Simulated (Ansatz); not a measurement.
## Electronic structure of AlBFH₃OS in real space

Input file:

```
crystal:
  periodic: [false, false, false]
  atoms:
    - {symbol: O, position_ang: [-0.584068, 1.982852, 0.426894]}
    - {symbol: Al, position_ang: [0.533238, 0.838638, -0.117373]}
    - {symbol: S, position_ang: [0.881894, -1.008201, 1.172492]}
    - {symbol: B, position_ang: [-0.121410, -1.624574, -0.119442]}
    - {symbol: F, position_ang: [-0.509728, -0.638921, -1.050964]}
    - {symbol: H, position_ang: [-1.200855, 1.848459, 1.143173]}
    - {symbol: H, position_ang: [1.619122, 1.261143, -1.164659]}
    - {symbol: H, position_ang: [-0.525993, -2.716494, -0.345822]}
basis:
  gaussian: {orbitals: def2-TZVPP}
hamiltonian: {xc: pbe0, dispersion: d4}
output: {orbitals: {seedname: orbitals}}
```

Launched as:

```sh
ansatz run in.yaml --threads 2 --pin off --events-out ev --progress --plain --max-ram 4352MiB
```

Geometry: PBE0-D4/def2-TZVP.

Theory: RKS PBE0-D4/def2-TZVPP in Ansatz.

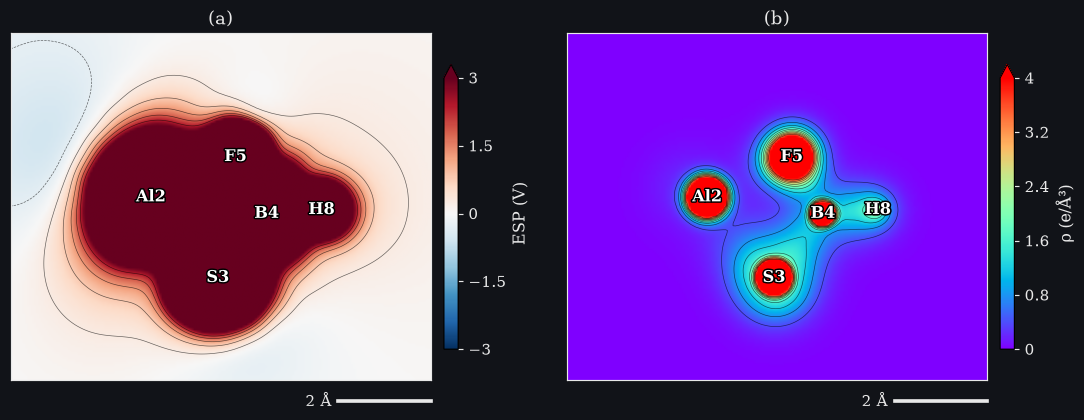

Figure 1. (a) electrostatic potential; (b) total electron density on the plane of atoms S3, B4 and H8.

What does the map show?

Answer.
- The section cuts through Al, S, B, F and H sites.
- B–F (1.41 Å): the density is about 1.7 e/Å³ at the midpoint.
- B–S (1.75 Å): ρ at the midpoint is about 1.3 e/Å³.
- Al–F (2.04 Å): ρ is about 0.34 e/Å³ halfway.
- Al–S (2.28 Å): ρ at the midpoint is about 0.58 e/Å³.
- B–H (1.19 Å): the density is about 1.4 e/Å³ at the midpoint.
- Outside the dense part of the molecule the potential is most negative (−0.6 V) near O1, which lies off the plane.

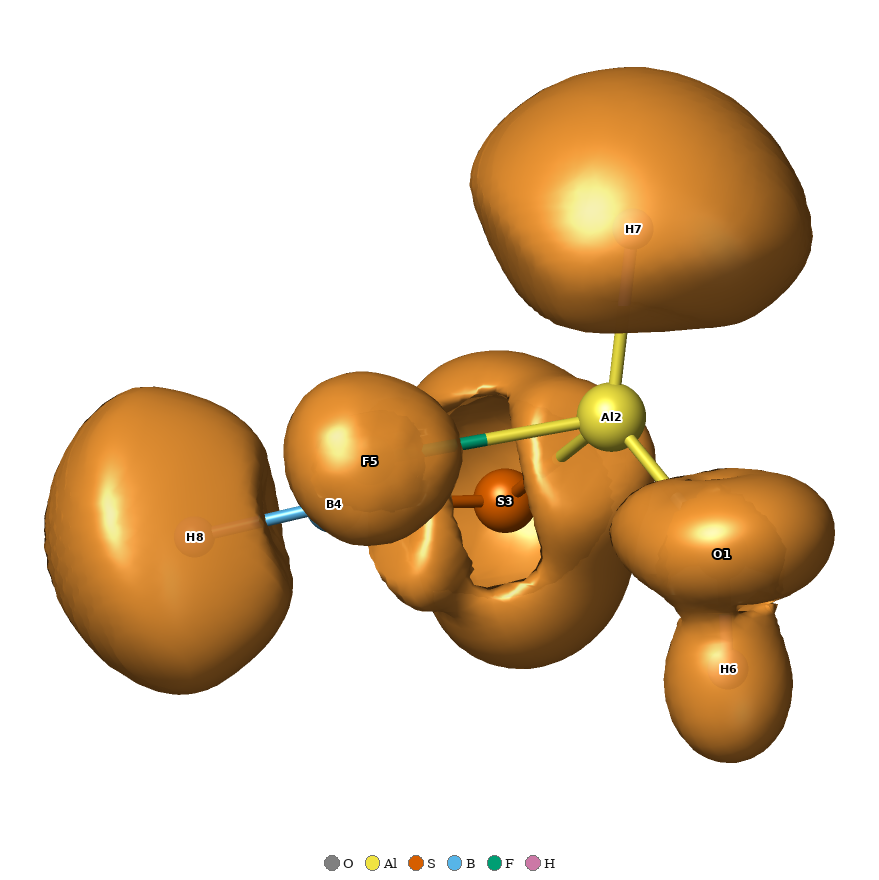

Figure 2. Isosurface of the electron localisation function at 0.8 (orange), seen at a tilt. Core shells and regions of very low density are left out.

What do the ELF domains correspond to?

Answer. At this value the surface marks out two regions around hydrogen nuclei, one region on F in which the atom's valence shell and bonds are merged, one region on S in which the atom's valence shell and bonds are merged and one joined region spread over several atoms (H, O), in which their bonds and any lone pairs are merged. Along the contacts the grid gives the following. B–F (1.41 Å): the ELF peaks at about 0.85 between the atoms (a shared but strongly polarised pair). Al–O (1.69 Å): the ELF peaks at about 0.85 in the valence shell of O, 0.6 Å from its nucleus, and is about 0.50 at the midpoint.

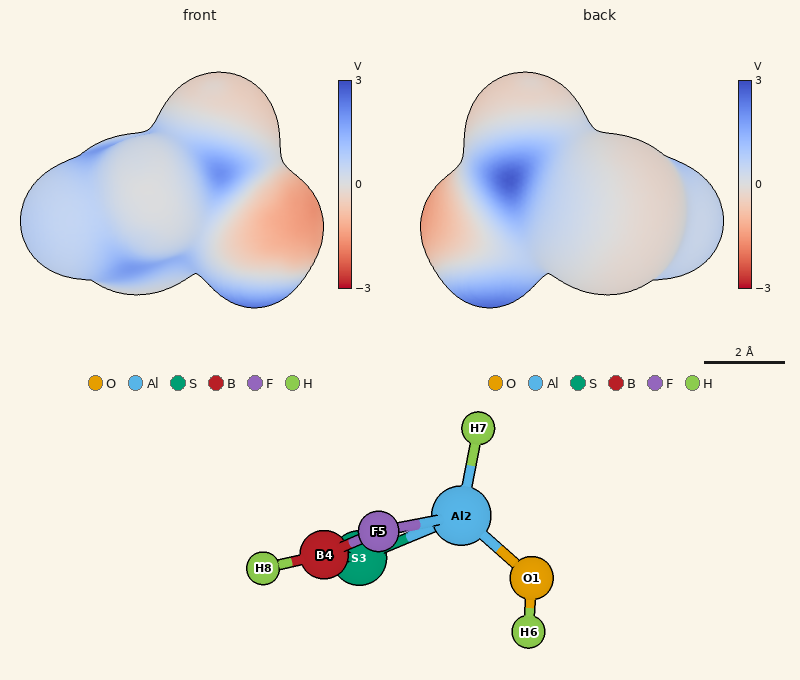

Figure 3. The electrostatic potential painted on the density surface at 0.002 e/bohr³, seen from the front and from behind; red is negative and blue positive. The bare structure is drawn below in the same view.

Where is the surface potential most negative and most positive?

Answer. The most negative region (about −1.5 V, or −35 kcal/mol for a unit charge) lies over O1, the most positive (about +2.6 V, or +60 kcal/mol for a unit charge) over Al2. O1 is the likeliest acceptor of a hydrogen bond.
